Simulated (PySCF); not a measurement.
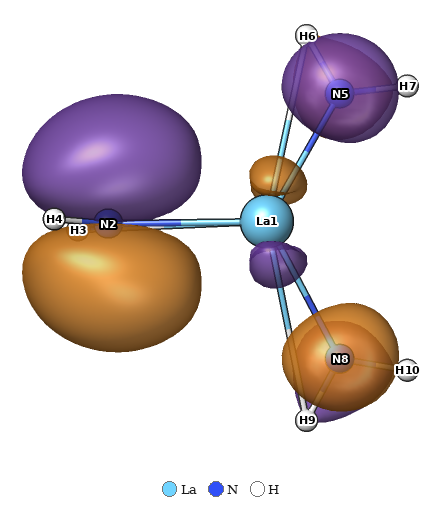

*H$_{6}$LaN$_{3}$ (La(NH2)3). One frontier orbital at ±0.08 Å⁻³ᐟ² (orange and purple are the two phases), seen across its widest extent.*

Core potentials replace the inner electrons of La.

These are results of PySCF 2.14.0, RKS PBE0, La lcecp-1-SVP with ECP46, N def2-SVP, H def2-SVP; non-relativistic Hamiltonian with scalar-relativistic core potentials where named; density fitting, not measurements.

```yaml
atoms:
  - { symbol: La, position_ang: [0.0429, 0.0001, -0.6486] }
  - { symbol: N, position_ang: [2.2301, 0.0000, 0.0774] }
  - { symbol: H, position_ang: [2.4881, -0.0002, 1.0667] }
  - { symbol: H, position_ang: [3.1170, 0.0001, -0.4282] }
  - { symbol: N, position_ang: [-1.1167, 1.9187, -0.1546] }
  - { symbol: H, position_ang: [-0.6972, 2.7840, 0.1907] }
  - { symbol: H, position_ang: [-2.1251, 2.0571, -0.0683] }
  - { symbol: N, position_ang: [-1.1167, -1.9186, -0.1554] }
  - { symbol: H, position_ang: [-0.6972, -2.7841, 0.1895] }
  - { symbol: H, position_ang: [-2.1251, -2.0571, -0.0692] }
```

Which orbital is it: HOMO or LUMO?

The HOMO, at −5.70 eV. It lies mainly on N2 (about 60 %), N8 (about 5 %) and N5 (about 5 %).
